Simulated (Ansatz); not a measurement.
## Run report: C₄H₉Cl₃Ge, geometry relaxation

System: C₄H₉Cl₃Ge.
Method: RKS B97M-V/def2-TZVPP (Ansatz 0.2.0).

The run did not end well. The geometry comes from this level: PBE0-D4/def2-TZVP.

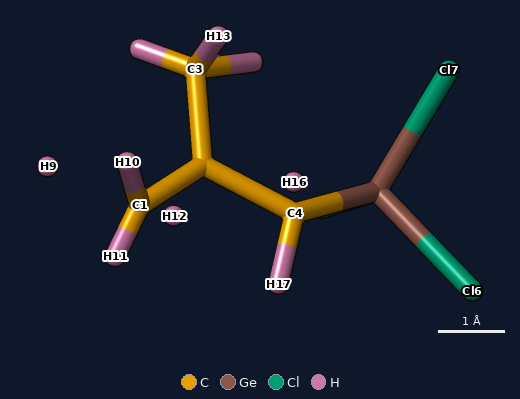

*The starting structure (stick view, seen at a tilt; atoms are numbered from 1 in the order of the input). Sticks mark near contacts.*

**What the run reported**

| quantity | value |
| --- | --- |
| outcome | not converged |
| hardware | 5 CPU threads, shared host |
| wall time | 69 s (CPU time 3.1 min) |
| peak memory | 5.9 GiB |

**Diagnosis**

A setting was made wrong on purpose: the optimiser is allowed too few steps. The run did not converge: “geometry relaxation did not converge after 2 steps: max|allowed force component| = 5.69e0 eV/Å (threshold 1.0e-3). Raise `relax.max_steps` over both its present limit and 2, loosen `relax.f_tol`, or start from a geometry closer to equilibrium …” Its last values are not results.

**The input**
```yaml
crystal:
  periodic: [false, false, false]
  atoms:
    - {symbol: C, position_ang: [0.118183, -1.765290, 0.599920]}
    - {symbol: C, position_ang: [-0.151925, -0.501593, 0.221248]}
    - {symbol: C, position_ang: [-1.451373, 0.163977, 0.604411]}
    - {symbol: C, position_ang: [1.110238, 0.355250, -0.205608]}
    - {symbol: Ge, position_ang: [1.007289, 1.825844, -1.122058]}
    - {symbol: Cl, position_ang: [3.172627, 2.222895, -1.333188]}
    - {symbol: Cl, position_ang: [0.344862, 3.570797, -0.012666]}
    - {symbol: Cl, position_ang: [-0.017075, 1.367772, -2.842260]}
    - {symbol: H, position_ang: [-1.189973, -2.620251, 0.659832]}
    - {symbol: H, position_ang: [-0.039124, -1.824759, 1.822590]}
    - {symbol: H, position_ang: [0.519027, -2.461535, 0.286741]}
    - {symbol: H, position_ang: [-0.314621, -1.001463, -1.174554]}
    - {symbol: H, position_ang: [-1.275778, 0.523214, 1.590670]}
    - {symbol: H, position_ang: [-1.414488, 1.124014, -0.072031]}
    - {symbol: H, position_ang: [-2.276751, -0.336934, 0.453373]}
    - {symbol: H, position_ang: [1.305737, 0.302023, 1.166193]}
    - {symbol: H, position_ang: [1.974672, -0.459225, -0.315565]}
basis:
  gaussian: {orbitals: def2-TZVPP}
hamiltonian: {xc: {name: B97M-V}}
accuracy: high
relax: {f_tol: 0.001, max_steps: 2}
output: {forces: true}
```

Command:
```bash
ansatz run in.yaml --threads 5 --pin off --events-out ev --progress --plain --max-ram 66560MiB --backend cuda --devices 0, --max-vram 37GiB
```

**Output**
```
Functional definition: B97M-V
  name "B97M-V"
  cite "Mardirossian & Head-Gordon, J. Chem. Phys. 142, 074111 (2015) doi:10.1063/1.4907719"
  cite "Becke, J. Chem. Phys. 107, 8554 (1997) doi:10.1063/1.475007"
  cite "Vydrov & Van Voorhis, J. Chem. Phys. 133, 244103 (2010) doi:10.1063/1.3521275"
  # Of w^i u^j: cxij and so on, Table III.
  parameter cx00 = 1.000
  parameter cx01 = 1.308
  parameter cx02 = 1.901
  parameter cx10 = 0.416
  parameter cx11 = 3.070
  parameter css00 = 1.000
  parameter css02 = -1.855
  parameter css10 = -5.668
  parameter css32 = -20.497
  parameter css42 = -20.364
  parameter cos00 = 1.000
  parameter cos01 = 1.573
  parameter cos03 = -6.298
  parameter cos10 = 2.535
  parameter cos32 = -6.427
  parameter b = 6.0
  parameter c = 0.01
  gx(w, u) = cx00 + cx01*u + cx02*u^2 + (cx10 + cx11*u)*w
  gss(w, u) = css00 + css02*u^2 + css10*w + (css32*w^3 + css42*w^4)*u^2
  gos(w, u) = cos00 + cos01*u + cos03*u^3 + cos10*w + cos32*w^3*u^2
  exchange = spin_sum(e_x_unif_s*gx(b97_w, b97_u_x))
  correlation = spin_sum(e_c_pw_mod_same_spin*gss(b97_w, b97_u_same))
      + integral(e_c_pw_mod_opposite_spin*gos(b97_w_opposite, b97_u_opposite)) + vv10(b, c)
8005 factors; integrals over basis functions are off by at most 3.0e-9 eV
mean field evaluation 1: about -98340.1233 eV, gradient 8.7e1 eV
mean field evaluation 2: about -98245.5187 eV, gradient 1.9e2 eV
mean field evaluation 4: about -98358.4187 eV, gradient 1.8e1 eV
mean field evaluation 8: about -98359.2495 eV, gradient 2.4e-1 eV
mean field evaluation 16: about -98359.2587 eV, gradient 5.5e-4 eV
mean field -98359.25869523 eV, -3614.6360867498 hartree, gradient 3.2e-8 eV, S^2 0.000000; 0 other end points of the search recorded, 0 dependent functions left out
the calculation of the forces begins
reference -98359.25870240 eV, -3614.6360870131 hartree; 58, 58 occupied and 366, 366 virtual orbitals, 8005 factors
relax step   1: F+E_penalty+E_count = -98359.25869523 eV  Δ(F+E_penalty+E_count) = +0.000e0 eV  max|allowed force component| = 1.279e1 eV/Å  Δτ_max = 0.0000 Å  (42 SCF iters, accepted)
these checks for a lower state are left out or cut short: starts, cluster_reference, orbital_swaps, neighbouring_geometries, increment
8026 factors; integrals over basis functions are off by at most 4.1e-9 eV
mean field evaluation 32: about -98366.0442 eV, gradient 1.8e0 eV
mean field -98366.06386756 eV, -3614.8861722200 hartree, gradient 2.2e-8 eV, S^2 0.000000; 0 other end points of the search recorded, 0 dependent functions left out
the calculation of the forces begins
reference -98366.06387477 eV, -3614.8861724850 hartree; 58, 58 occupied and 366, 366 virtual orbitals, 8026 factors
relax step   2: F+E_penalty+E_count = -98366.06386756 eV  Δ(F+E_penalty+E_count) = -6.805e0 eV  max|allowed force component| = 5.692e0 eV/Å  Δτ_max = 0.1947 Å  (52 SCF iters, accepted)
```

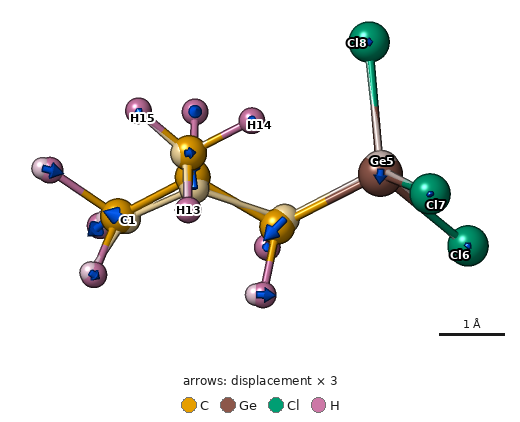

*Start (faint) and end (solid) with the displacements as blue arrows, magnified 3 times (ball-and-stick view, seen at a tilt). The two geometries are laid on each other by the best rigid fit.*

The relaxation stopped without meeting its thresholds, so the last structure isn't shown to be converged. After 1 geometry step the energy has fallen by 656.6 kJ/mol. The largest force component goes from 13 to 5.7 eV/Å. C2 moves most after the best rigid fit: 0.19 Å. By element the largest moves are C 0.19 Å, H 0.17 Å, Ge 0.09 Å, Cl 0.04 Å. Distances before and after: C1–H9 1.564 → 1.314 Å, C2–H12 1.492 → 1.275 Å, C4–H16 1.387 → 1.211 Å, C1–H11 0.862 → 1.024 Å. Among the angles that change: Ge5–C4–H17 124.9° → 114.4°, C2–C1–H11 138.5° → 129.8°, C3–C2–C4 121.1° → 114.2°. (Atoms are counted from 1 in the order of the input.)

```
Error: geometry relaxation did not converge after 2 steps: max|allowed force component| = 5.69e0 eV/Å (threshold 1.0e-3). Raise `relax.max_steps` over both its present limit and 2, loosen `relax.f_tol`, or start from a geometry closer to equilibrium. Where this run's directory can be resumed (`checkpoint.write`), a resume goes on for up to `relax.max_steps` more
```

**Trajectory as extended XYZ (Å, eV, eV/Å), 2 frames, from step=1 to step=2**
```
17
Properties=species:S:1:pos:R:3:forces:R:3 step=1 energy=-98359.25869
C     0.1182   -1.7653    0.5999  -11.5363   4.5899  12.7938
C    -0.1519   -0.5016    0.2212   -1.2810   1.6337  -9.9869
C    -1.4514    0.1640    0.6044    6.2185   4.9786  -1.5113
C     1.1102    0.3553   -0.2056    0.7749  -8.3292   9.8324
Ge    1.0073    1.8258   -1.1221    2.0494   4.5843  -0.5313
Cl    3.1726    2.2229   -1.3332   -0.7980   0.1253  -0.4505
Cl    0.3449    3.5708   -0.0127   -0.1284  -0.5386  -0.5745
Cl   -0.0171    1.3678   -2.8423   -0.6200   0.2328  -1.2500
H    -1.1900   -2.6203    0.6598    2.6120   2.1750  -0.5304
H    -0.0391   -1.8248    1.8226    1.4875  -0.0556  -2.2164
H     0.5190   -2.4615    0.2867    8.2028 -11.0723  -5.8434
H    -0.3146   -1.0015   -1.1746   -0.5391   1.5478   2.3753
H    -1.2758    0.5232    1.5907   -0.5350   0.3033   1.0702
H    -1.4145    1.1240   -0.0720   -0.7981  -1.6165   1.4516
H    -2.2768   -0.3369    0.4534   -3.8547  -2.7314  -0.5829
H     1.3057    0.3020    1.1662    0.5904   1.9185  -3.3152
H     1.9747   -0.4592   -0.3156   -1.8448   2.2542  -0.7306
17
Properties=species:S:1:pos:R:3:forces:R:3 step=2 energy=-98366.06387
C    -0.0004   -1.8300    0.6451   -5.4046  -3.4830   5.6842
C    -0.2252   -0.5652    0.0524    0.7133   0.6248  -5.6917
C    -1.4180    0.2016    0.5680    1.9071   1.6905  -1.2663
C     1.1018    0.2911   -0.0462    0.1391  -4.1910   4.8135
Ge    1.0646    1.8137   -1.0603    0.9403   1.6258  -0.3867
Cl    3.1699    2.2383   -1.3636   -0.3959   0.0935  -0.3261
Cl    0.3326    3.5544   -0.0330   -0.1067  -0.2310  -0.3052
Cl   -0.0114    1.4021   -2.8494    0.0836   0.3072  -0.0801
H    -1.1059   -2.5394    0.6277    2.6341   2.1638  -0.2249
H     0.0201   -1.7982    1.8171    0.5919   0.1685  -1.8721
H     0.5941   -2.6029    0.3336    2.2031  -0.9206  -1.1987
H    -0.3734   -0.9534   -1.1533   -0.2204   1.6200   2.8040
H    -1.2536    0.5288    1.5875   -0.1039  -0.1593   0.2229
H    -1.4511    1.1308   -0.0534   -0.5007  -0.6613   0.6497
H    -2.3047   -0.3405    0.4460   -1.1927  -0.6378   0.0369
H     1.3527    0.3943    1.1339   -0.2786   0.7080  -2.6622
H     1.9293   -0.4407   -0.3252   -1.0089   1.2817  -0.1972
```
